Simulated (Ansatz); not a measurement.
# Ga2O3 (C2/m): spin-orbit coupling beyond the local functionals

How far does spin-orbit coupling move the gap of Ga2O3 (C2/m)?

Calculated with Ansatz 0.2.0; density functionals with and without spin-orbit coupling, plane waves, PAW.

**Experimental background.**

- Gap 4.91 eV: direct optical gap from Tauc plot, O2-annealed; optical transmittance, Tauc extrapolation; film (RF-sputtered polycrystalline film, 120 nm, annealed at 800 C for 40 min in O2) on 4H-SiC (“Influence of Annealing Atmosphere on the Characteristics of Ga2O3/4H-SiC n-n Heterojunction Diodes”, 2020, pmc:7013600).

- Gap 4.88 eV: optical direct gap from Tauc plot; optical transmission, Tauc plot; film (as-deposited 50 nm PLD film, (-201) oriented) on c-plane sapphire (“beta-phase (AlxGa1-x)2O3 thin film with Al composition more than 70%”, 2020, arxiv:2005.05799).

- Gap 4.5 eV: optical absorption edge from ellipsometry; spectroscopic ellipsometry; film (oxidised 75 nm GaSe layer, annealed at 800 C in oxygen) on Al2O3 (“Thin Ga2O3 Layers by Thermal Oxidation of van der Waals GaSe Nanostructures for Ultraviolet Photon Sensing”, 2024, pmc:11320379).

- Gap 4.6 eV: optical gap, direct-transition analysis, x = 0.0; diffuse reflectance, Tauc plot; 300 K; powder (solid-state synthesised powder, 1400 C in air) (“Photoelectric Studies as the Key to Understanding the Nonradiative Processes in Chromium Activated NIR Materials”, 2024, pmc:11328124).

- Gap 5.135 eV: direct optical gap from Tauc plot, annealed film; UV-Vis absorption, Tauc plot; 300 K; film (RF sputtered on (0001) sapphire, annealed in air at 800 C, about 123 nm thick) (“High-Performance Deep Ultraviolet Photodetector Based on NiO/β-Ga2O3 Heterojunction”, 2020, pmc:7036083).

This is a selection; 6 further reports are not listed.

### 1. Starting point

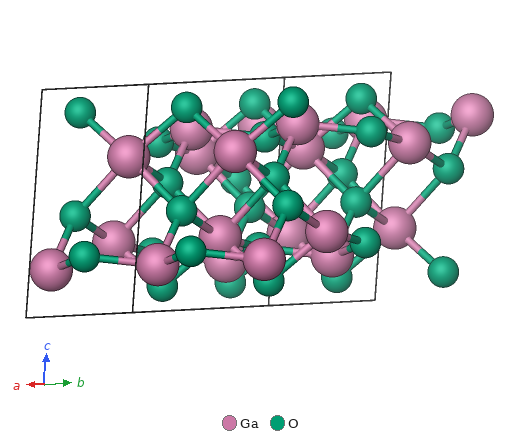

The cell as given, slightly off an axis (gallium pink, oxygen teal). 1×2×1 cells are drawn. This picture shows the conventional cell, with its axes. Some periodic images of atoms are drawn too.

The cell and positions come from the Crystallography Open Database and are kept as given unless a step says otherwise. The default PAW set here is soft_2. Its files were made with PBE.

### 2. HSE06, 4×4×2 mesh

This step: DFT, HSE06, plane waves, PAW.

input.yaml

```yaml
crystal:
  lattice:
    - [6.107, -1.51855, 0.0]
    - [6.107, 1.51855, 0.0]
    - [-1.3859888959, 0.0, 5.630008738]
  atoms:
    - { symbol: Ga, position: [0.0905, 0.0905, 0.7946] }
    - { symbol: Ga, position: [0.9095, 0.9095, 0.2054] }
    - { symbol: Ga, position: [0.65866, 0.65866, 0.31402] }
    - { symbol: Ga, position: [0.34134, 0.34134, 0.68598] }
    - { symbol: O, position: [0.1645, 0.1645, 0.1098] }
    - { symbol: O, position: [0.8355, 0.8355, 0.8902] }
    - { symbol: O, position: [0.1733, 0.1733, 0.5632] }
    - { symbol: O, position: [0.8267, 0.8267, 0.4368] }
    - { symbol: O, position: [0.4959, 0.4959, 0.2566] }
    - { symbol: O, position: [0.5041, 0.5041, 0.7434] }
kpoints:
  mp_grid: { grid: [4, 4, 2] }
  band_path:
    path:
      - [0.0, 0.0, 0.0]
      - [-0.2663944, 0.2663944, 0.0]
      - [-0.7336056, -0.2663944, 0.0]
      - [-0.5, -0.5, 0.0]
      - [-0.5, -0.5, 0.5]
      - [-0.74186107, -0.25813893, 0.5]
      - [-0.25813893, 0.25813893, 0.5]
      - [0.0, 0.0, 0.5]
      - [-0.548372214, -0.451627786, 0.5]
    npoints: 1
hamiltonian:
  xc: hse06
scf:
  occupations: { method: fixed }
  n_extra_bands: 7
output:
  eigenvalues: true
```

Run with:

```
$ ansatz run input.yaml --threads 3 --pin off --max-ram 92160MiB --backend cuda --events-out ev --progress --plain --runs-dir out --devices 1 --max-vram 13GiB
```

Numbers of over 12 decimals in the logs are rounded to 6 here.

Output:

```text
basis.fft_grid_basis auto: the FFT boxes are laid along the combinations [[1, -1, 0], [0, 1, 0], [0, 0, 1]] of the cell's own vectors, 3.037, 6.293 and 5.798 Å long. The dense box has 24×45×40 points. Along the cell's own vectors, as sized, it would have 45×45×40, 1.88 times as many. Of the 4 symmetry operations that the crystal satisfies within crystal.symmetry.tolerance (time reversal apart; of a slab, those that k [...]
scf.n_extra_bands = 7 over 44 filled bands (N_el = 88.0): the run solves 51 bands
GPUs: using 1 of 1 available (devices: 1).
Engine: ansatz 0.2.0, x86_64-unknown-linux-gnu
Pseudopotentials: kind: paw
Pseudopotential: Ga, paw, valence charge 13, recommended cutoff 420 eV (normal), Ga.paw.azcp
Pseudopotential: O, paw, valence charge 6, recommended cutoff 420 eV (normal), O.paw.azcp
Functional definition: HSE06
  parameter a = 0.25
  parameter omega = 0.11/bohr
  exchange = pbe_x - a*pbe_x_sr(omega) + a*exact_x_sr(omega)
  correlation = pbe_c
davidson cushion auto → on  (no smearing: the cushion is to keep the highest requested band from converging to the state above it; pin scf.eigensolver.cushion to override)
device memory: the entry about to start is reckoned to put 2.1 GiB on a device that reports 52.3 GiB free (of which the cap on the GPU budget leaves the run 13.0 GiB)
GPU FFT provider: cuFFT
GPU libraries: cuBLAS 13.8.2, cuFFT 12.4.0, cuSOLVER 12.3.4
Crystal: 10 atoms, lattice volume = 104.423 Å³
Basis set: ecut = 420 eV, 2037 PW (Γ), FFT grids on a1−a2, a2, a3
Bands: 51, of which v1, the nominal top of the filled ones, is band 44 counted from 1 (43 counted from 0)
Symmetry: 4 space group operations
Space group: C2/m (ITA 12), of the structure as read, at distance tolerance 4.7e-5 Å
k-points: 14 of 32
Non-local potential: Ga, projectors of the file, l = 0: 2, l = 1: 2, l = 2: 3, l = 3: 1
Non-local potential: O, projectors of the file, l = 0: 2, l = 1: 2, l = 2: 1
PAW form: soft (Blöchl's): semilocal exchange-correlation on the pseudo side does not see the compensation charge
PAW frozen core: Ga, regenerated for the run's functional, and the local potential with it (the file was generated under x = pbe(κ = 0.804, μ = 0.219515), c = pbe(β = 0.066725))
PAW frozen core: O, regenerated for the run's functional, and the local potential with it (the file was generated under x = pbe(κ = 0.804, μ = 0.219515), c = pbe(β = 0.066725))
PAW one-centre angular grid: Ga, 590 points (default); XC on 64 Gauss nodes
PAW one-centre angular grid: O, 110 points (default); XC on 96 Gauss nodes
Initial density: superposition of atomic densities (neutral atoms: chi_scale 0, normalization atom), corrected by the library's trained network
Initial wavefunctions: pseudopotential atomic-orbital guess
GPU buffer pool allocated for 43200 grid points (all kernels)
[...]
Frozen-core exchange: fock
SCF iter   1: F=—  HF=-18541.404225 eV  |F-HF|=—  |Δ(HF+E_count)|=         —  Δρ=5.47e-5  dr2=2.38e-6  ethr=1.10e-6  ⟨swp⟩=3.1  Hψ=1682  notcnv=0
preconditioner: auto → none  [insulator: Δε(μ)=4.263 eV  Ē_g=19.935 eV  n_scr=34 (ndim 8)  ℏωp=34.1 eV  f_vac=0.020]
SCF iter   2: F=—  HF=-18541.404234 eV  |F-HF|=—  |Δ(HF+E_count)|=   9.77e-6  Δρ=2.75e-5  dr2=3.72e-7  ethr=2.17e-9  ⟨swp⟩=4.7  Hψ=2986  notcnv=0  defer=1
iter 3 solved again at ethr=1.84e-11 eV; its pass at ethr=3.27e-10 eV (dr2=1.62e-8 eV) is discarded
SCF iter   3: F=-18541.404234 eV  HF=-18541.404234 eV  |F-HF|=1.18e-8  |Δ(HF+E_count)|=   2.57e-8  Δρ=7.98e-6  dr2=5.47e-8  ethr=1.84e-11  ⟨swp⟩=3.3  Hψ=3453  notcnv=0
SCF 3 converged in 3 iterations: F = -18541.404234 eV  dr2 = 5.47e-8
hybrid outer 2: dexx = +2.980e-6 eV, tail = 1.98e-7 eV, Δε = 3.06e-3 eV (about 1.15e-4 eV left of the loop's levels)
the search or the solves at the SCF's close seem to have found levels that the self-consistency loop had missed (the run counts 1). By its estimate they hold under 1e-12 electrons; where the run keeps them, the occupations were computed again with them
device memory: the entry about to start is reckoned to put 0.8 GiB on a device that reports 50.5 GiB free (of which the cap on the GPU budget leaves the run 13.0 GiB)
NSCF: frozen V_eff on 9 k-points
hybrid SCF converged: 2 outer / 10 inner (+2 warm-up), last move |dexx| = 2.98e-6 eV, tail = 1.98e-7 eV
Stability not checked: this state was not tested for a lower state beside it, because the functional holds exact exchange (a hybrid, or Hartree-Fock), whose exchange loop this test does not read (fock_operator; see scf.lower_state_search)
Free energy (F): -18541.404234 eV
Frozen-core exchange: fock
Harris-Foulkes:  -18541.404234 eV  (|F-HF|=1.18e-8)
Internal energy: -18541.404234 eV  (E = F + TS)
E sigma→0 (E₀):  -18541.404234 eV
Fermi energy:    6.916145 eV
--- Per-component energies (eV) ---
  E_band       = -295.571094
  E_kinetic    = 1525.425234
  E_local      = -9104.066997  (includes V_loc(G=0)·N_el)
  E_nonlocal   = 2020.489999
  E_hartree    = 4106.539930
  E_xc         = -571.736397
  E_vxc        = -629.713447  (∫ρ·V_xc dr)
  E_exx        = -311.822538  (= α·E_x^exact, valence–valence)
  E_paw        = -8781.763124  (= ΣΔE_a)
  E_vpaw       = -1697.157663  (= ΣTr[D̂ρ^β])
  E_aug_tail   = 0.014222  (compensation charges beyond the density's cutoff)
  E_ewald      = -7424.773589
  E_core_change = 0.289025  (= ΣΔE_core)
  E_smearing   = -0.000000  (= −TS)
  E_closure    = -0.000000  (closes the sum)
  Σ components = -18541.404234   (vs F -18541.404234, Δ=0.00e0)
--- Band table (eV; the first three rows and the last of 14) ---
  k-point 0: bands = [... 40 lower, 6.3359, 6.4579, 6.6827, 6.9095, 11.1794, 14.6786, 15.6059, 15.8246, ... 3 higher]
  k-point 1: bands = [... 40 lower, 6.2404, 6.3784, 6.5393, 6.6143, 13.6296, 13.7532, 15.7914, 16.3080, ... 3 higher]
  k-point 2: bands = [... 40 lower, 5.8939, 6.1641, 6.3792, 6.8517, 13.5959, 15.2915, 16.0837, 17.1340, ... 3 higher]
  k-point 13: bands = [... 40 lower, 6.3318, 6.3655, 6.4108, 6.9161, 14.1001, 14.2161, 15.2398, 15.5715, ... 3 higher]
```

Elapsed: 35 s, on 1 × NVIDIA H100 80GB HBM3 (shared by 6 runs) with 3 threads of AMD EPYC 7R13 (Zen 3), shared host; peak memory 1.5 GiB.

The column dr2 measures how far the density is from self-consistency, as an energy; F and HF (Harris–Foulkes) agree once it is small.

Numbers from this step:

| Item | Value |
| --- | --- |
| gap | 4.245 eV |
| valence top at | k = (-0.548, -0.452, 0.500) |
| conduction bottom at | Γ |
| least direct gap | 4.270 eV |
| exact-exchange fraction | 0.25 |

The gap is indirect, with the least direct gap 0.02 eV higher.

### 3. HSE06+SOC, 4×4×2 mesh

The many-body steps leave out spin-orbit coupling, so its effect is taken from a two-component run, with twice the bands.

This step: DFT, HSE06 with spin-orbit coupling, plane waves, PAW.

input.yaml, as its differences from that of step 2:

```diff
@@ -34,3 +34,6 @@
   occupations: { method: fixed }
-  n_extra_bands: 7
+  n_extra_bands: 14
+magnetization:
+  noncollinear: true
+  spin_orbit: true
 output:
```

Output:

```text
[...]
GPUs: using 1 of 1 available (devices: 1).
[...]
non-collinear run that drives no moment, with spin-orbit: no starting moment large enough to seed its density (crystal.atoms[].spin), no starting occupations that ask for one, no magnetisation constraint and no magnetic field, so the semilocal B_xc is pinned to zero
[...]
GPU FFT provider: cuFFT
GPU libraries: cuBLAS 13.8.2, cuFFT 12.4.0, cuSOLVER 12.3.4
Crystal: 10 atoms, lattice volume = 104.423 Å³
Basis set: ecut = 420 eV, 2037 PW (Γ), FFT grids on a1−a2, a2, a3
Bands: 102, of which v1, the nominal top of the filled ones, is band 88 counted from 1 (87 counted from 0)
Symmetry: 4 space group operations + 4 with time reversal
[...]
k-points: 14 of 32
Projection manifold: j_resolved (fully-relativistic pseudo-atomic orbitals)
[...]
GPU buffer pool allocated for 43200 grid points (all kernels)
[...]
SCF iter   1: F=—  HF=-18542.424224 eV  |F-HF|=—  |Δ(HF+E_count)|=         —  Δρ=1.13e-1  dr2=6.86e0  dr2_m=0.00e0 (ungated)  ethr=1.00e-1  |M|=0.00e0 ∫|m|=0.00e0 μB  |m|>n=0.0e0 m-floor=0.0e0 τ_xc=0.0e0  β_m=0.30  ⟨swp⟩=3.9  Hψ=5515  notcnv=0
[...]
SCF iter   7: F=-18540.278355 eV  HF=-18540.278384 eV  |F-HF|=2.90e-5  |Δ(HF+E_count)|=   1.11e-4  Δρ=5.05e-4  dr2=1.06e-4  dr2_m=0.00e0 (ungated)  ethr=2.51e-6  |M|=0.00e0 ∫|m|=0.00e0 μB  |m|>n=0.0e0 m-floor=0.0e0 τ_xc=0.0e0  ⟨swp⟩=3.1  Hψ=3425  notcnv=0
SCF 1 stopped early in 7 iterations: F = -18540.278355 eV  dr2 = 1.06e-4
[...]
GPU FFT provider: cuFFT
GPU libraries: cuBLAS 13.8.2, cuFFT 12.4.0, cuSOLVER 12.3.4
Projection manifold: j_resolved (fully-relativistic pseudo-atomic orbitals)
[...]
GPU buffer pool allocated for 43200 grid points (all kernels)
[...]
Frozen-core exchange: fock
SCF iter   1: F=—  HF=-18538.987929 eV  |F-HF|=—  |Δ(HF+E_count)|=         —  Δρ=1.65e-2  dr2=1.21e-1  dr2_m=0.00e0 (ungated)  ethr=1.20e-6  |M|=0.00e0 ∫|m|=0.00e0 μB  |m|>n=0.0e0 m-floor=0.0e0 τ_xc=0.0e0  β_m=0.30  ⟨swp⟩=7.5  Hψ=7699  notcnv=0
[...]
SCF iter   5: F=-18538.976882 eV  HF=-18538.976879 eV  |F-HF|=3.25e-6  |Δ(HF+E_count)|=   4.30e-4  Δρ=2.86e-4  dr2=4.85e-5  dr2_m=0.00e0 (ungated)  ethr=2.02e-7  |M|=0.00e0 ∫|m|=0.00e0 μB  |m|>n=0.0e0 m-floor=0.0e0 τ_xc=0.0e0  ⟨swp⟩=4.0  Hψ=5076  notcnv=0
SCF 2 stopped early in 5 iterations: F = -18538.976882 eV  dr2 = 4.85e-5
[...]
hybrid outer 1: dexx = +4.902e-2 eV, tail = 3.45e-4 eV
GPU FFT provider: cuFFT
GPU libraries: cuBLAS 13.8.2, cuFFT 12.4.0, cuSOLVER 12.3.4
Projection manifold: j_resolved (fully-relativistic pseudo-atomic orbitals)
GPU buffer pool allocated for 43200 grid points (all kernels)
[...]
Frozen-core exchange: fock
SCF iter   1: F=—  HF=-18538.975126 eV  |F-HF|=—  |Δ(HF+E_count)|=         —  Δρ=1.78e-4  dr2=2.58e-5  dr2_m=0.00e0 (ungated)  ethr=1.96e-6  |M|=0.00e0 ∫|m|=0.00e0 μB  |m|>n=0.0e0 m-floor=0.0e0 τ_xc=0.0e0  β_m=0.30  ⟨swp⟩=3.0  Hψ=3293  notcnv=0
[...]
SCF iter   4: F=-18538.975137 eV  HF=-18538.975137 eV  |F-HF|=1.50e-9  |Δ(HF+E_count)|=   1.19e-7  Δρ=9.75e-6  dr2=7.48e-8  dr2_m=0.00e0 (ungated)  ethr=1.09e-9  |M|=0.00e0 ∫|m|=0.00e0 μB  |m|>n=0.0e0 m-floor=0.0e0 τ_xc=0.0e0  ⟨swp⟩=3.1  Hψ=4043  notcnv=0
SCF 3 converged in 4 iterations: F = -18538.975137 eV  dr2 = 7.48e-8
[...]
NSCF: frozen V_eff on 9 k-points
[...]
Magnetization: |M| = 0.0000 μB,  M = (+0.0000, +0.0000, +0.0000) μB
Absolute magnetization: 0.0000 μB (∫|m|)
  site 0: m = (+0.0000, +0.0000, +0.0000) μB, |m| = 0.0000 μB  (R = 0.76 Å)
  site 1: m = (+0.0000, +0.0000, +0.0000) μB, |m| = 0.0000 μB  (R = 0.76 Å)
  site 2: m = (+0.0000, +0.0000, +0.0000) μB, |m| = 0.0000 μB  (R = 0.80 Å)
  site 3: m = (+0.0000, +0.0000, +0.0000) μB, |m| = 0.0000 μB  (R = 0.80 Å)
  site 4: m = (+0.0000, +0.0000, +0.0000) μB, |m| = 0.0000 μB  (R = 0.76 Å)
  site 5: m = (+0.0000, +0.0000, +0.0000) μB, |m| = 0.0000 μB  (R = 0.76 Å)
  site 6: m = (+0.0000, +0.0000, +0.0000) μB, |m| = 0.0000 μB  (R = 0.77 Å)
  site 7: m = (+0.0000, +0.0000, +0.0000) μB, |m| = 0.0000 μB  (R = 0.77 Å)
  site 8: m = (+0.0000, +0.0000, +0.0000) μB, |m| = 0.0000 μB  (R = 0.76 Å)
  site 9: m = (+0.0000, +0.0000, +0.0000) μB, |m| = 0.0000 μB  (R = 0.76 Å)
Free energy (F): -18538.975137 eV
Frozen-core exchange: fock
[...]
Internal energy: -18538.975137 eV  (E = F + TS)
E sigma→0 (E₀):  -18538.975137 eV
Fermi energy:    6.916584 eV
[...]
--- Band table (eV; the first three rows and the last of 14) ---
  k-point 0: bands = [... 84 lower, 6.6831, 6.6831, 6.9106, 6.9106, 11.1793, 11.1793, 14.6784, 14.6784, ... 10 higher]
  k-point 1: bands = [... 84 lower, 6.5384, 6.5384, 6.6162, 6.6162, 13.6294, 13.6294, 13.7533, 13.7533, ... 10 higher]
  k-point 2: bands = [... 84 lower, 6.3795, 6.3795, 6.8522, 6.8522, 13.5956, 13.5956, 15.2910, 15.2910, ... 10 higher]
  k-point 13: bands = [... 84 lower, 6.4115, 6.4115, 6.9166, 6.9166, 14.1001, 14.1001, 14.2157, 14.2157, ... 10 higher]
```

Run time: 1.8 min. Hardware: 1 × NVIDIA H100 80GB HBM3 (shared by 6 runs) with 3 threads; peak memory 2.4 GiB.

Numbers from this step:

- gap: 4.245 eV
- valence top at: k = (-0.548, -0.452, 0.500)
- conduction bottom at: Γ
- least direct gap: 4.269 eV
- exact-exchange fraction: 0.25

The gap is that of HSE06.

### 4. Together

Times are wall times on 1 × NVIDIA H100 80GB HBM3 (shared by 6 runs) with 3 threads of AMD EPYC 7R13 (Zen 3), shared host, good to a factor of about two.

```tsv
level	gap (eV)	with coupling (eV)	change (eV)	time	with coupling
HSE06	4.25	4.24	−0.0004	35 s	1.8 min
```

### 5. Outcome

```yaml
hse06: 4.25 eV
hse06_soc: 4.24 eV
```

**Reading.** Spin-orbit coupling changes the gap by −0.0004 eV and the least direct gap by −0.001 eV. Against experiment, by HSE06+SOC: the direct gap of 4.27 eV lies −0.64 eV from the measured 4.91 eV (direct, on 4H-SiC, 2020); the direct gap of 4.27 eV lies −0.61 eV from the measured 4.88 eV (direct, on c-plane sapphire, 2020); the gap of 4.24 eV lies −0.26 eV from the measured 4.5 eV (optical, on Al2O3, 2024); the direct gap of 4.27 eV lies −0.33 eV from the measured 4.6 eV (direct, 300 K, 2024); the direct gap of 4.27 eV lies −0.87 eV from the measured 5.135 eV (direct, 300 K, 2020). An exciton line or allowed optical edge lies below the quasiparticle gap by the binding energy; a forbidden edge can push the onset above it. The lattice is static and excitons are left out.

[Paths, hosts, dates, memory and timing lines, banners, echoed tables and standing remarks are left out of the program output.]

[Logs are printed without paths, hosts, clocks, repeated set-up lines and the standing remarks that a program may print on its own settings, such as how far it seeks lower states.]

[Runs of the session that timed out or met a known fault of the program may be left out.]

[Cells called generated may have been cut or substituted from an entry of the Crystallography Open Database or the Materials Project.]

[Hosts, paths, dates, database ids (printed as entryN), source tags and the programs' standing remarks are cut or masked in the printed files.]
